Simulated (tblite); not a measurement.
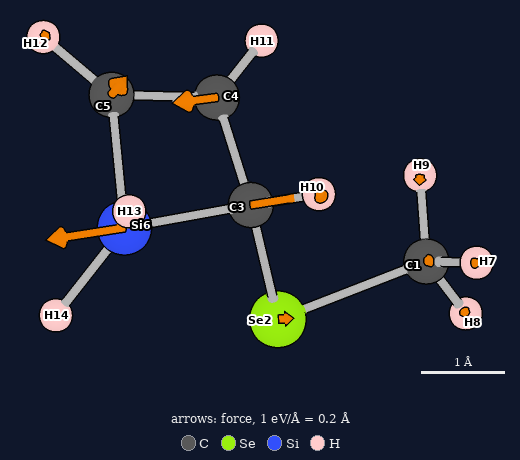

Starting geometry of C4H8SeSi with the computed forces as orange arrows. The picture is a ball-and-stick view, seen at a tilt.

Level of theory: tblite, GFN2-xTB geometry optimisation, gas phase. 

Q: Is this structure relaxed? If not, where do the atoms go?

A: It isn't relaxed: the largest force vector, on Si atoms, is 5.50 eV/Å. The final displacements have little in common with the starting forces (cosine between the two patterns 0.30). The energy falls by 86.8 kJ/mol in 86 geometry steps. H7 moves most after the best rigid fit: 0.31 Å. By element the largest moves are H 0.31 Å, Se 0.25 Å, Si 0.22 Å, C 0.15 Å. Among the contacts that change: C3–Si6 1.748 → 1.941 Å, C4–C5 1.387 → 1.338 Å, C5–Si6 1.851 → 1.889 Å, Se2–C3 1.953 → 1.977 Å. Bond angles that change, for instance: C3–C4–C5 95.8° → 105.2°, Se2–C3–H10 114.3° → 105.5°, H13–Si6–H14 121.4° → 113.0°.
